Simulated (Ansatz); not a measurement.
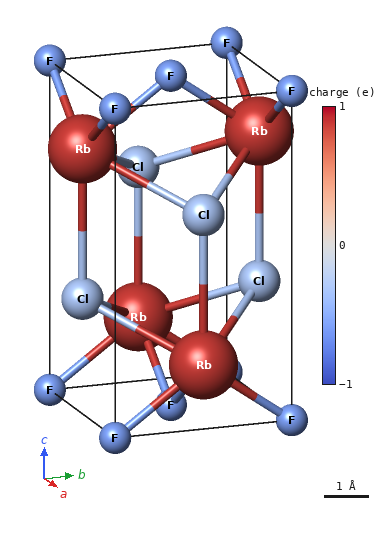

The structure above is drawn in ball-and-stick style and viewed slightly off an axis. The edges of the simulation cell are marked. The atoms of this RbClF cell are coloured by their Bader charge.

Run with DFT, PAW plane waves, PBE in Ansatz and these settings: cutoff 420 eV, the zone sampled with 8×8×5 points, Fermi-Dirac smearing of 0.1 eV, no spin polarisation.

**Which element is the most positive, and which the most negative?**

Most positive: Rb; most negative: F. Charges: about Rb +0.9 e; Cl -0.3 e; F -0.6 e.

Provenance: a generated cell, made by putting these elements into a known structure type (the compound may or may not exist in this form); not relaxed. It was run through Ansatz as a DFT input.
